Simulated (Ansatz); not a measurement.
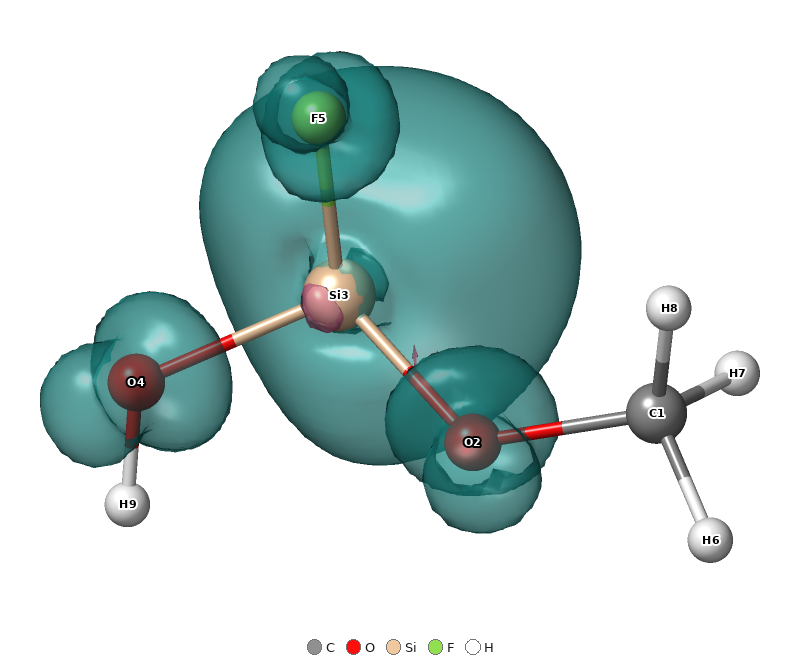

Figure 1: CH4FO2Si (doublet). Isosurfaces of the spin density at +0.015 (teal) and −0.015 e/Å³ (pink), seen at a tilt.

Geometry: PBE0-D4/def2-TZVP.

Theory: Ansatz 0.2.0, isolated molecule in a Gaussian basis; Hartree-Fock.

```yaml
atoms:
  - { symbol: C, position_ang: [-1.4709, -0.1664, 0.2856] }
  - { symbol: O, position_ang: [-0.1764, -0.4223, -0.2224] }
  - { symbol: Si, position_ang: [1.1959, 0.3285, 0.2418] }
  - { symbol: O, position_ang: [2.4180, -0.2052, -0.6982] }
  - { symbol: F, position_ang: [1.0962, 1.8978, -0.0310] }
  - { symbol: H, position_ang: [-2.1575, -0.8765, -0.1762] }
  - { symbol: H, position_ang: [-1.5087, -0.2979, 1.3713] }
  - { symbol: H, position_ang: [-1.7944, 0.8489, 0.0399] }
  - { symbol: H, position_ang: [2.4863, -1.1532, -0.8279] }
```

Q: Which atoms carry the spin?

A: The unpaired spin (1 electron) lies mostly on Si3 (about 0.8) and O2 (about 0.1), in electrons by Hirshfeld's partition.
